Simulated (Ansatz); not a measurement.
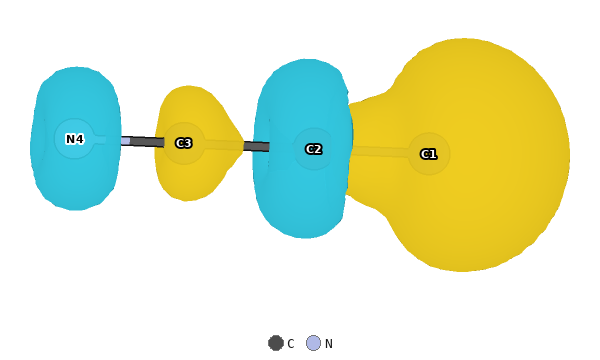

Figure 1: C3N (doublet). Isosurfaces of the spin density (α minus β) at +0.03 (yellow) and −0.03 e/Å³ (cyan), seen from one side.

Geometry: PBE0-D3(BJ)/def2-SVP; ⟨S²⟩ = 0.81, above the pure value of 0.75.

Theory: Ansatz 0.2.0, isolated molecule in a Gaussian basis; Kohn-Sham density functional theory, functional PBE0.

Question: Which atoms carry the spin?

Answer: The unpaired spin (1 electron) lies mostly on C1 (about 1.2), in electrons by Hirshfeld's partition, with opposite, polarisation-induced spin on N4 and C2.
